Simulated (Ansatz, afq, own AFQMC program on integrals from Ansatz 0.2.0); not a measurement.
**NHO (singlet): quantum Monte Carlo beside coupled cluster at scale of all distances = 2.007, cc-pVDZ, part 1 of 2**

Aim: compute NHO (singlet) with auxiliary-field quantum Monte Carlo on the same integrals as coupled cluster, and set the energies side by side.

Program: Ansatz 0.2.0, Gaussian basis, and an in-house AFQMC program (afq) on its integrals; all values are calculated. Level of theory: cc-pVDZ, frozen cores. These are calculated values, not measurements.

Plan: PBE (unrestricted); r2SCAN (unrestricted); PBE0 (unrestricted); B3LYP (unrestricted); wB97M-V (unrestricted); B2PLYP (unrestricted); CCSD(T) on RHF; CCSDT(Q) on RHF; Phaseless AFQMC, CISD trial on RHF; Phaseless AFQMC, single-determinant trial on RHF; UHF; CCSD(T) on UHF; CCSDT(Q) on UHF; Phaseless AFQMC, CISD trial on UHF; Phaseless AFQMC, single-determinant trial on UHF.

4 further runs of the same task are left out: 1 for a known fault of the program, 3 that didn't finish.

**1. What is computed**

The geometry derives from a PBE0/def2-TZVP stationary point (not a proven minimum). All distances are scaled together.

3 atoms, charge 0, spin multiplicity 1.

Atoms are counted from 1 here; the program's logs count them from 0.

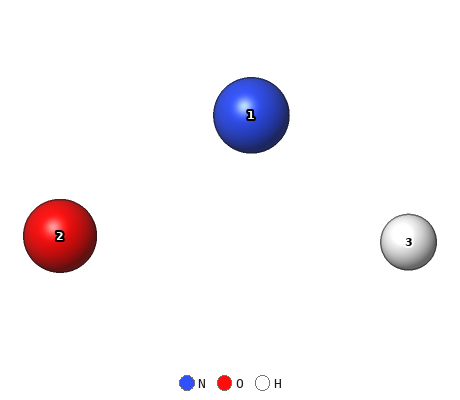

The geometry (nitrogen blue, oxygen red, hydrogen white); atoms are numbered from 1 in the order of the file.

**2. PBE (unrestricted)**

in.yaml

```yaml
crystal:
  periodic: [false, false, false]
  atoms:
    - {symbol: N, position_ang: [0.000000, -0.268770, 1.181092]}
    - {symbol: O, position_ang: [0.000000, 0.134156, -1.172703]}
    - {symbol: H, position_ang: [0.000000, 1.605415, 2.201855]}
basis:
  gaussian: {orbitals: cc-pVDZ}
magnetization: {spin_polarized: true, initial_magnetization: 0}
hamiltonian: {xc: {name: PBE}}
output: {orbitals: {seedname: orbitals}}
```

Run with:

```
> ansatz run in.yaml --threads 1 --pin off --events-out ev --progress --plain --max-ram 1382MiB
```

Standard output:

```text
Functional definition: PBE
  name "PBE"
  cite "Perdew, Burke & Ernzerhof, Phys. Rev. Lett. 77, 3865 (1996) doi:10.1103/PhysRevLett.77.3865"
  parent pbe
  parameter kappa = 0.804
  parameter beta = 0.06672455060314922
  exchange = pbe_x(kappa = kappa, mu = beta*pi^2/3)
  correlation = pbe_c(beta = beta)
391 factors; their error is unknown
mean field evaluation 1: about -3508.8979 eV, gradient 6.7e1 eV
mean field evaluation 2: about -3280.1341 eV, gradient 1.5e2 eV
mean field evaluation 4: about -3501.1432 eV, gradient 6.7e1 eV
mean field evaluation 8: about -3535.8695 eV, gradient 6.7e-1 eV
mean field evaluation 16: about -3536.1125 eV, gradient 1.7e0 eV
mean field evaluation 32: about -3538.2719 eV, gradient 5.6e-1 eV
mean field evaluation 64: about -3538.2754 eV, gradient 5.0e-3 eV
mean field evaluation 96: about -3538.2695 eV, gradient 2.8e-1 eV
mean field evaluation 128: about -3538.2728 eV, gradient 6.7e-6 eV
mean field evaluation 160: about -3538.2754 eV, gradient 1.1e-3 eV
mean field evaluation 192: about -3538.1252 eV, gradient 2.5e0 eV
mean field evaluation 224: about -3538.2752 eV, gradient 1.4e-2 eV
mean field -3538.27539228 eV, -130.0292223369 hartree, gradient 2.5e-6 eV, S^2 2.353319; 13 other end points of the search recorded, 0 dependent functions left out
reference -3538.27541306 eV, -130.0292231008 hartree; 8, 8 occupied and 25, 25 virtual orbitals, 391 factors
Total energy: -3538.27541306 eV, -130.0292231008 hartree
```

It took 10 s on 1 thread of Arm Neoverse V1, shared host.

From the report: ⟨S²⟩ of the determinant 2.353 (pure singlet: 0.00). The determinant is far from a pure spin state, so its energy mixes those of several spin states (harmless only where they are near-degenerate, as at dissociation).

**3. r2SCAN (unrestricted)**

in.yaml, as its differences from that of step 2:

```diff
@@ -9,3 +9,2 @@
 magnetization: {spin_polarized: true, initial_magnetization: 0}
-hamiltonian: {xc: {name: PBE}}
-output: {orbitals: {seedname: orbitals}}
+hamiltonian: {xc: {name: r2SCAN}}
```

Same command.

Standard output, cut to the lines that bear on the results:

```text
Functional definition: r2SCAN
  name "r2SCAN"
  cite "Furness, Kaplan, Ning, Perdew & Sun, J. Phys. Chem. Lett. 11, 8208 (2020) doi:10.1021/acs.jpclett.0c02405"
  cite "Furness, Kaplan, Ning, Perdew & Sun, J. Phys. Chem. Lett. 11, 9248 (2020) doi:10.1021/acs.jpclett.0c03077"
  parent r2scan
[...]
391 factors; their error is unknown
[...]
mean field -3540.85493206 eV, -130.1240186757 hartree, gradient 7.3e-7 eV, S^2 2.548450; 14 other end points of the search recorded, 0 dependent functions left out
reference -3540.85493853 eV, -130.1240189134 hartree; 8, 8 occupied and 25, 25 virtual orbitals, 391 factors
Total energy: -3540.85493853 eV, -130.1240189134 hartree
```

Run time: 25 s. Hardware: 1 thread of Arm Neoverse V1, shared host.

From the report: ⟨S²⟩ of the determinant 2.548 (pure singlet: 0.00). The determinant is far from a pure spin state, so its energy mixes those of several spin states (harmless only where they are near-degenerate, as at dissociation).

**4. PBE0 (unrestricted)**

in.yaml, as its differences from that of step 3:

```diff
@@ -9,2 +9,3 @@
 magnetization: {spin_polarized: true, initial_magnetization: 0}
-hamiltonian: {xc: {name: r2SCAN}}
+hamiltonian: {xc: {name: PBE0}}
+output: {orbitals: {seedname: orbitals}}
```

Same command.

Standard output, cut to the lines that bear on the results:

```text
Functional definition: PBE0
  name "PBE0"
  cite "Adamo & Barone, J. Chem. Phys. 110, 6158 (1999) doi:10.1063/1.478522"
  cite "Perdew, Burke & Ernzerhof, Phys. Rev. Lett. 77, 3865 (1996) doi:10.1103/PhysRevLett.77.3865"
  parent pbe
[...]
312 factors; integrals over basis functions are off by at most 8.5e-4 eV
[...]
mean field -3538.64034378 eV, -130.0426340572 hartree, gradient 9.5e-6 eV, S^2 2.641876; 9 other end points of the search recorded, 0 dependent functions left out
reference -3538.64036018 eV, -130.0426346602 hartree; 8, 8 occupied and 25, 25 virtual orbitals, 312 factors
Total energy: -3538.64036018 eV, -130.0426346602 hartree
```

Wall time 10 s (1 thread of Arm Neoverse V1, shared host).

From the report: ⟨S²⟩ of the determinant 2.642 (pure singlet: 0.00). The determinant is far from a pure spin state, so its energy mixes those of several spin states (harmless only where they are near-degenerate, as at dissociation).

**5. B3LYP (unrestricted)**

in.yaml, as its differences from that of step 4:

```diff
@@ -9,3 +9,2 @@
 magnetization: {spin_polarized: true, initial_magnetization: 0}
-hamiltonian: {xc: {name: PBE0}}
-output: {orbitals: {seedname: orbitals}}
+hamiltonian: {xc: {name: B3LYP}}
```

Launched as before.

Standard output, cut to the lines that bear on the results:

```text
Functional definition: B3LYP
  name "B3LYP"
  cite "Stephens, Devlin, Chabalowski & Frisch, J. Phys. Chem. 98, 11623 (1994) doi:10.1021/j100096a001"
  cite "Becke, Phys. Rev. A 38, 3098 (1988) doi:10.1103/PhysRevA.38.3098"
  cite "Lee, Yang & Parr, Phys. Rev. B 37, 785 (1988) doi:10.1103/PhysRevB.37.785"
  cite "Vosko, Wilk & Nusair, Can. J. Phys. 58, 1200 (1980) doi:10.1139/p80-159"
[...]
312 factors; integrals over basis functions are off by at most 8.5e-4 eV
[...]
mean field -3542.47085937 eV, -130.1834029090 hartree, gradient 6.2e-6 eV, S^2 2.545189; 13 other end points of the search recorded, 0 dependent functions left out
reference -3542.47101776 eV, -130.1834087297 hartree; 8, 8 occupied and 25, 25 virtual orbitals, 312 factors
Total energy: -3542.47101776 eV, -130.1834087297 hartree
```

Wall time 12 s (1 thread of Arm Neoverse V1, shared host).

From the report: ⟨S²⟩ of the determinant 2.545 (pure singlet: 0.00). The determinant is far from a pure spin state, so its energy mixes those of several spin states (harmless only where they are near-degenerate, as at dissociation).

**6. wB97M-V (unrestricted)**

in.yaml, as its differences from that of step 5:

```diff
@@ -9,2 +9,3 @@
 magnetization: {spin_polarized: true, initial_magnetization: 0}
-hamiltonian: {xc: {name: B3LYP}}
+hamiltonian: {xc: {name: wB97M-V}}
+output: {orbitals: {seedname: orbitals}}
```

Launched as before.

Standard output, cut to the lines that bear on the results:

```text
Functional definition: wB97M-V
  name "wB97M-V"
  cite "Mardirossian & Head-Gordon, J. Chem. Phys. 144, 214110 (2016) doi:10.1063/1.4952647"
  cite "Becke, J. Chem. Phys. 107, 8554 (1997) doi:10.1063/1.475007"
  cite "Vydrov & Van Voorhis, J. Chem. Phys. 133, 244103 (2010) doi:10.1063/1.3521275"
  # Of w^i u^j: cxij and so on, Table III.
[...]
  gx(w, u) = 1 - cx + cx01*u + cx10*w
  gss(w, u) = css00 + css04*u^4 + css10*w + css20*w^2 + css43*w^4*u^3
  gos(w, u) = cos00 + cos10*w + (cos20 + cos21*u)*w^2 + (cos60 + cos61*u)*w^6
[...]
      + integral(e_c_pw_mod_opposite_spin*gos(b97_w_opposite, b97_u_opposite)) + vv10(b, c)
312 factors; integrals over basis functions are off by at most 8.5e-4 eV
75 factors; integrals over basis functions are off by at most 7.8e-5 eV
[...]
mean field -3541.21638717 eV, -130.1373019058 hartree, gradient 7.4e-6 eV, S^2 2.640093; 6 other end points of the search recorded, 0 dependent functions left out
reference -3541.21640725 eV, -130.1373026439 hartree; 8, 8 occupied and 25, 25 virtual orbitals, 312 factors
Total energy: -3541.21640725 eV, -130.1373026439 hartree
```

It took 51 s on 1 thread of Arm Neoverse V1, shared host.

From the report: ⟨S²⟩ of the determinant 2.640 (pure singlet: 0.00). The determinant is far from a pure spin state, so its energy mixes those of several spin states (harmless only where they are near-degenerate, as at dissociation).

**7. B2PLYP (unrestricted)**

in.yaml, as its differences from that of step 6:

```diff
@@ -9,3 +9,3 @@
 magnetization: {spin_polarized: true, initial_magnetization: 0}
-hamiltonian: {xc: {name: wB97M-V}}
-output: {orbitals: {seedname: orbitals}}
+hamiltonian: {xc: {name: B2PLYP}}
+correlation: {electrons: outside_noble_gas}
```

Same command.

Standard output, cut to the lines that bear on the results:

```text
Functional definition: B2PLYP
  name "B2PLYP"
  cite "Grimme, J. Chem. Phys. 124, 034108 (2006) doi:10.1063/1.2148954"
  cite "Becke, Phys. Rev. A 38, 3098 (1988) doi:10.1103/PhysRevA.38.3098"
  cite "Lee, Yang & Parr, Phys. Rev. B 37, 785 (1988) doi:10.1103/PhysRevB.37.785"
[...]
312 factors; integrals over basis functions are off by at most 8.5e-4 eV
[...]
mean field -3537.94475291 eV, -130.0170715644 hartree, gradient 5.4e-11 eV, S^2 2.769612; 7 other end points of the search recorded, 0 dependent functions left out
2 core orbitals not correlated: weight in the atoms' cores, before any rotation towards them, 1.000 or more for the frozen orbitals, at most 0.000 for the correlated occupied ones
reference -3537.94485590 eV, -130.0170753491 hartree; 6, 6 occupied and 25, 25 virtual orbitals, 312 factors
second order -5.87145495 eV of doubles, -0.00000000 eV of singles
Total energy: -3539.53014873 eV, -130.0753337863 hartree
```

Wall time 17 s (1 thread of Arm Neoverse V1, shared host).

From the report: ⟨S²⟩ of the determinant 2.770 (pure singlet: 0.00). The determinant is far from a pure spin state, so its energy mixes those of several spin states (harmless only where they are near-degenerate, as at dissociation).

**8. CCSD(T) on RHF**

in.yaml, as its differences from that of step 7:

```diff
@@ -8,4 +8,3 @@
   gaussian: {orbitals: cc-pVDZ}
-magnetization: {spin_polarized: true, initial_magnetization: 0}
-hamiltonian: {xc: {name: B2PLYP}}
-correlation: {electrons: outside_noble_gas}
+magnetization: {spin_polarized: false}
+correlation: {method: ccsd_t, electrons: outside_noble_gas, hamiltonian_folder: ham}
```

Same command.

Standard output, cut to the lines that bear on the results:

```text
Functional definition: HF
  name "HF"
  cite "Fock, Z. Phys. 61, 126 (1930) doi:10.1007/BF01340294"
  parent pbe
[...]
312 factors; integrals over basis functions are off by at most 8.5e-4 eV
[...]
mean field -3519.50220738 eV, -129.3393205170 hartree, gradient 1.9e-6 eV, S^2 0.000000; 20 other end points of the search recorded, 0 dependent functions left out; unrestricted orbitals would lower it
[...]
determinant -3519.50220738 eV, -129.3393205170 hartree, with singles and doubles -3529.40745272 eV, -129.7033315693 hartree
determinant -3519.30430473 eV, -129.3320477285 hartree, with singles and doubles -3529.09273925 eV, -129.6917660625 hartree
determinant -3519.30426729 eV, -129.3320463528 hartree, with singles and doubles -3529.07255083 eV, -129.6910241516 hartree
determinant -3519.28239267 eV, -129.3312424753 hartree, with singles and doubles -3528.99846746 eV, -129.6883016382 hartree
[...]
determinant -3513.97149898 eV, -129.1360707320 hartree, with singles and doubles -3529.62864107 eV, -129.7114600911 hartree
determinant -3513.97149898 eV, -129.1360707320 hartree, with singles and doubles -3534.32303977 eV, -129.8839760613 hartree
[...]
unrestricted determinant -3528.78293650 eV, -129.6803810213 hartree, S^2 2.8877
2 core orbitals not correlated: weight in the atoms' cores, before any rotation towards them, 1.000 or more for the frozen orbitals, at most 0.000 for the correlated occupied ones
reference -3513.97149898 eV, -129.1360707320 hartree; 6, 6 occupied and 25, 25 virtual orbitals, 312 factors
second order -23.46287258 eV of doubles, -0.00000000 eV of singles
cycle   1  -13.58090313 eV  change    -1.4e0 eV  update   1.5e-1
[...]
cycle  40  -20.35154234 eV  change   -7.2e-6 eV  update   4.1e-7
perturbative correction -6.27588429 eV, -0.2306344936 hartree
WARN: the results are in doubt because among natural orbitals full CI differs from the method by +5.965 eV
Total energy: -3540.59892561 eV, -130.1146106120 hartree
In doubt: among natural orbitals full CI differs from the method by +5.965 eV
```

It took 8.5 s on 1 thread of Arm Neoverse V1, shared host.

From the report: correlation -26.6274 eV; T1 0.075; largest double amplitude 0.76. The program marks this result as in doubt; its last lines say why.

This run also writes the integrals to the folder ham.

**9. CCSDT(Q) on RHF**

in.yaml, as its differences from that of step 8:

```diff
@@ -9,2 +9,2 @@
 magnetization: {spin_polarized: false}
-correlation: {method: ccsd_t, electrons: outside_noble_gas, hamiltonian_folder: ham}
+correlation: {method: ccsdt_q, electrons: outside_noble_gas}
```

Launched as before.

Standard output, cut to the lines that bear on the results:

```text
Functional definition: HF
  name "HF"
  cite "Fock, Z. Phys. 61, 126 (1930) doi:10.1007/BF01340294"
  parent pbe
[...]
524 factors; integrals over basis functions are off by at most 1.9e-7 eV
[...]
mean field -3519.50224751 eV, -129.3393219916 hartree, gradient 1.9e-6 eV, S^2 0.000000; 20 other end points of the search recorded, 0 dependent functions left out; unrestricted orbitals would lower it
[...]
determinant -3519.50224751 eV, -129.3393219916 hartree, with singles and doubles -3529.40751367 eV, -129.7033338089 hartree
determinant -3519.30435063 eV, -129.3320494153 hartree, with singles and doubles -3529.09280557 eV, -129.6917684997 hartree
determinant -3519.30431253 eV, -129.3320480152 hartree, with singles and doubles -3529.07260729 eV, -129.6910262266 hartree
determinant -3519.28244219 eV, -129.3312442951 hartree, with singles and doubles -3528.99852702 eV, -129.6883038267 hartree
[...]
determinant -3513.97153440 eV, -129.1360720339 hartree, with singles and doubles -3534.32303159 eV, -129.8839757609 hartree
unrestricted determinant -3528.78297175 eV, -129.6803823169 hartree, S^2 2.8877
2 core orbitals not correlated: weight in the atoms' cores, before any rotation towards them, 1.000 or more for the frozen orbitals, at most 0.000 for the correlated occupied ones
reference -3513.97153440 eV, -129.1360720339 hartree; 6, 6 occupied and 25, 25 virtual orbitals, 524 factors
second order -23.46294105 eV of doubles, -0.00000000 eV of singles
cycle   1  -13.58092409 eV  change    -1.4e0 eV  update   1.7e-1
[...]
cycle  70  -24.72208675 eV  change   -6.4e-7 eV  update   1.6e-7
perturbative correction 12.10094487 eV, 0.4447015216 hartree
WARN: the results are in doubt because among natural orbitals full CI differs from the method by -5.593 eV
WARN: the method's energy lies above the unrestricted determinant's, so it is not that of the lowest state
Total energy: -3526.59267628 eV, -129.5998904431 hartree
In doubt: among natural orbitals full CI differs from the method by -5.593 eV
```

It took 23 s on 1 thread of Arm Neoverse V1, shared host.

From the report: correlation -12.6211 eV; T1 0.097; largest double amplitude 1.00. The program marks this result as in doubt; its last lines say why.

**10. Phaseless AFQMC, CISD trial on RHF**

It reads the integrals that the CCSD(T) run on this determinant wrote.

Run with:

```
> afq ham --method phaseless --trial cisd --walkers 60 --populations 1 --least-time 40 --time-step 0.005 --steps-per-block 50 --equilibration-blocks 40 --max-blocks 300 --target-error 0.00084 --factor-cut 1e-05 --seed 9030 --release-times 0.24,0.51,0.99,1.62,2.4 --release-step 0.03 --release-every 4 --taylor-order 6
```

Standard output:

```text
orbitals 31  electrons 6 6  factors 189 of 312
reference energy -129.13607073 Eh
CCSD correlation -0.74790521 Eh in 33 cycles, weight of the determinant in the CISD state 0.3005
energy of the start -129.883976 Eh
 block  time / (1/Eh)  mean weight  energy / Eh
     1     0.250  1.0013  -129.827102
     2     0.500  1.0008  -129.819935
     3     0.750  1.0005  -129.806730
     4     1.000  0.9970  -129.806638
     5     1.250  0.9965  -129.838654
     6     1.500  0.9991  -129.833995
     7     1.750  0.9967  -129.793262
     8     2.000  1.0020  -129.796401
     9     2.250  1.0009  -129.823910
    10     2.500  1.0019  -129.896179
    17     4.250  1.0003  -129.824025
    25     6.250  1.0014  -129.864878
    33     8.250  1.0020  -129.799440
    41    10.250  0.9999  -129.769589
    49    12.250  0.9940  -129.826347
    57    14.250  0.9983  -129.819321
    65    16.250  1.0055  -129.817854
    73    18.250  0.9979  -130.000782
    81    20.250  0.9997  -129.836290
    89    22.250  0.9989  -129.743503
    97    24.250  1.0029  -129.853219
   105    26.250  1.0041  -129.784292
   113    28.250  1.0046  -129.945569
   121    30.250  1.0030  -129.810215
   129    32.250  1.0023  -129.828653
   137    34.250  0.9991  -129.718386
   145    36.250  0.9984  -129.774672
   153    38.250  0.9979  -129.799622
   161    40.250  1.0010  -129.839351
   169    42.250  1.0017  -129.795916
   177    44.250  1.0005  -129.762706
   185    46.250  1.0031  -129.863964
   193    48.250  1.0042  -129.862323
   201    50.250  0.9919  -129.825027
   209    52.250  1.0013  -129.757623
   217    54.250  1.0025  -129.864070
   225    56.250  1.0006  -129.774180
   233    58.250  1.0026  -129.834229
   241    60.250  0.9828  -129.805539
   249    62.250  1.0065  -129.841637
   257    64.250  1.0042  -129.822946
   265    66.250  0.9941  -129.769574
   273    68.250  0.9961  -129.798503
   281    70.250  1.0002  -129.812852
   289    72.250  0.9976  -129.803853
   297    74.250  0.9999  -129.761932
   305    76.250  1.0006  -129.919176
   313    78.250  0.9931  -129.803792
   321    80.250  1.0026  -129.832977
   329    82.250  1.0010  -129.865427
   337    84.250  1.0006  -129.838207
blocks merged  error / Eh  count
     1  0.002762  300
     2  0.003168  150
     4  0.003458  75
     8  0.002963  37
    16  0.003071  18
    32  0.002773  9
released: time / (1/Eh)  energy / Eh  error  mean overlap
  0.24  -129.818969  0.006958  1.0228
  0.51  -129.840817  0.009041  1.0241
  0.99  -129.854679  0.010717  1.0229
  1.62  -129.883673  0.014380  1.0434
  2.40  -129.868693  0.019782  1.1449
energy -129.815738 +/- 0.003071 Eh
```

Run time: 2.3 min. Hardware: 1 thread of Arm Neoverse V1, shared host.

Energy -3532.4662 ± 0.0836 eV. The run doesn't count as converged. Caveats: constraint bias not in the error; error above the target; large difference.

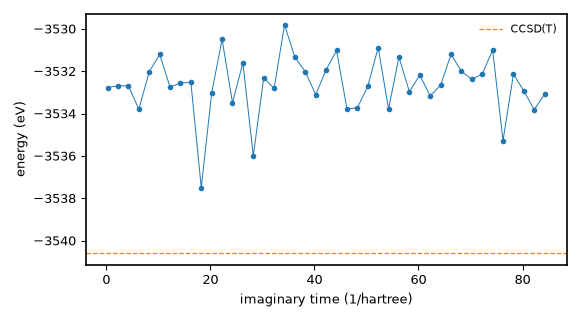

Block energies along the walk.

**11. Phaseless AFQMC, single-determinant trial on RHF**

It reads the integrals that the CCSD(T) run on this determinant wrote.

Run with:

```
> afq ham --method phaseless --trial hf --walkers 120 --populations 1 --least-time 40 --time-step 0.005 --steps-per-block 20 --equilibration-blocks 160 --max-blocks 600 --target-error 0.00252 --factor-cut 1e-05 --seed 3727 --taylor-order 6
```

Standard output:

```text
orbitals 31  electrons 6 6  factors 189 of 312
reference energy -129.13607073 Eh
CCSD correlation -0.74790521 Eh in 33 cycles, weight of the determinant in the CISD state 0.3005
energy of the start -129.136071 Eh
 block  time / (1/Eh)  mean weight  energy / Eh
     1     0.100  1.0001  -129.249926
     2     0.200  0.9993  -129.325327
     3     0.300  1.0029  -129.394156
     4     0.400  1.0029  -129.494106
     5     0.500  1.0035  -129.528435
     6     0.600  1.0038  -129.545826
     7     0.700  1.0008  -129.541411
     8     0.800  1.0020  -129.575458
     9     0.900  1.0010  -129.616094
    10     1.000  0.9989  -129.590766
    20     2.000  0.9987  -129.691523
    39     3.900  1.0012  -129.713343
    58     5.800  1.0013  -129.682372
    77     7.700  1.0004  -129.813127
    96     9.600  1.0065  -129.885942
   115    11.500  0.9970  -129.701113
   134    13.400  1.0009  -129.763671
   153    15.300  0.9963  -129.647158
   172    17.200  1.0015  -129.649999
   191    19.100  1.0017  -129.583144
   210    21.000  0.9993  -129.598550
   229    22.900  0.9992  -129.728740
   248    24.800  0.9961  -129.632079
   267    26.700  0.9986  -129.705596
   286    28.600  0.9970  -129.606135
   305    30.500  0.9988  -129.553745
   324    32.400  0.9925  -129.603456
   343    34.300  1.0064  -129.752575
   362    36.200  1.0015  -129.708383
   381    38.100  1.0009  -129.579188
   400    40.000  1.0030  -129.692490
   419    41.900  1.0045  -129.702957
   438    43.800  1.0033  -129.713793
   457    45.700  0.9976  -129.628778
   476    47.600  1.0049  -129.874653
   495    49.500  0.9978  -129.691556
   514    51.400  1.0043  -129.689947
   533    53.300  1.0018  -129.658538
   552    55.200  0.9996  -129.738048
   571    57.100  1.0033  -129.753289
   590    59.000  1.0057  -129.699588
   609    60.900  0.9963  -129.622544
   628    62.800  1.0042  -129.670151
   647    64.700  1.0026  -129.586828
   666    66.600  0.9993  -129.925849
   685    68.500  1.0012  -129.635323
   704    70.400  0.9972  -129.551976
   723    72.300  1.0016  -129.640426
   742    74.200  0.9988  -129.650438
blocks merged  error / Eh  count
     1  0.003727  600
     2  0.004716  300
     4  0.005714  150
     8  0.006541  75
    16  0.006792  37
    32  0.008393  18
    64  0.008486  9
energy -129.692735 +/- 0.008393 Eh
```

It took 1.9 min on 1 thread of Arm Neoverse V1, shared host.

Energy -3529.1191 ± 0.2284 eV. The run doesn't count as converged. Caveats: constraint bias not in the error; error above the target; large difference.

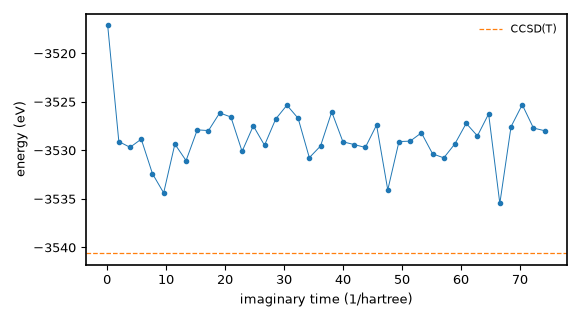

Block energies along the walk.

(Continued in part 2 of 2.)
